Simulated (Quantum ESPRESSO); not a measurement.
Band structure of Mg₆CuW (Amm2, 8 atoms in the cell).

```
CELL_PARAMETERS angstrom
      4.79316     0.00000     0.00000
      0.00000     2.99824     5.24770
      0.00000    -2.99824     5.24770
ATOMIC_POSITIONS crystal
  Mg 0.00000 0.35429 0.82647
  Mg 0.00000 0.82647 0.35429
  Mg 0.00000 0.33314 0.33314
  Mg 0.50000 0.15696 0.67520
  Mg 0.50000 0.67520 0.15696
  Mg 0.50000 0.16642 0.16642
  Cu 0.00000 0.81482 0.81482
  W  0.50000 0.67270 0.67270
```

Computed with PBEsol, SSSP 1.1.2 efficiency (PBE) pseudopotentials (plane waves; Quantum ESPRESSO).

Settings: ecutwfc = 50 Ry; ecutrho = 400 Ry; occupations = smearing; smearing = marzari-vanderbilt; degauss = 0.0073499 Ry; input_dft = pbesol; potentials = {Mg: Mg.pbe-n-kjpaw_psl.0.3.0.UPF, Cu: Cu_pbe_v1.2.uspp.F.UPF, W: W_pbe_v1.2.uspp.F.UPF}; K_POINTS = automatic 4 4 4 1 1 1; nbnd = 35; conv_thr = 1e-10 Ry; mixing_beta = 0.4.

The starting cell comes from a database of computed structures (which also holds hypothetical and non-ambient phases and stackings), without a prior relaxation at this level. Spin-orbit coupling is off. Spin polarisation is off.

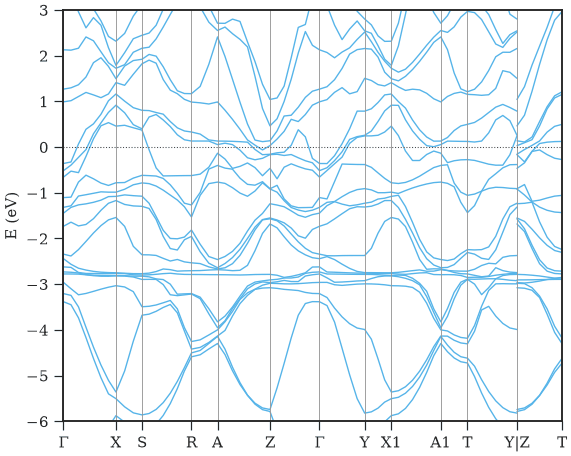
*Bands along the path, energies from the Fermi level.*

Levels in eV from the Fermi level, bands 19 to 26:
| point | 19 | 20 | 21 | 22 | 23 | 24 | 25 | 26 |
|---|---|---|---|---|---|---|---|---|
| Γ | -1.45 | -1.32 | -1.11 | -0.66 | -0.52 | -0.36 | 0.99 | 1.27 |
| X | -1.08 | -0.99 | -0.78 | 0.46 | 0.92 | 1.16 | 1.41 | 1.50 |
| S | -1.07 | -0.78 | -0.62 | 0.37 | 0.40 | 0.80 | 1.82 | 1.92 |
| R | -1.81 | -1.53 | -1.27 | -0.62 | 0.13 | 0.33 | 0.99 | 1.17 |
| A | -2.46 | -0.77 | -0.40 | -0.13 | 0.06 | 0.13 | 0.99 | 2.41 |
| Z | -1.24 | -0.92 | -0.91 | -0.47 | -0.17 | -0.16 | 0.03 | 0.14 |
| Y | -1.23 | -0.91 | -0.38 | 0.25 | 0.26 | 0.79 | 1.50 | 2.16 |
| X1 | -1.08 | -0.99 | -0.78 | 0.46 | 0.92 | 1.16 | 1.41 | 1.50 |
| A1 | -2.46 | -0.77 | -0.40 | -0.13 | 0.06 | 0.13 | 0.99 | 2.41 |
| T | -2.24 | -1.43 | -1.06 | -0.27 | 0.12 | 0.50 | 1.15 | 1.21 |

Bands cross the Fermi level along this path, so the cell is metallic at this level.
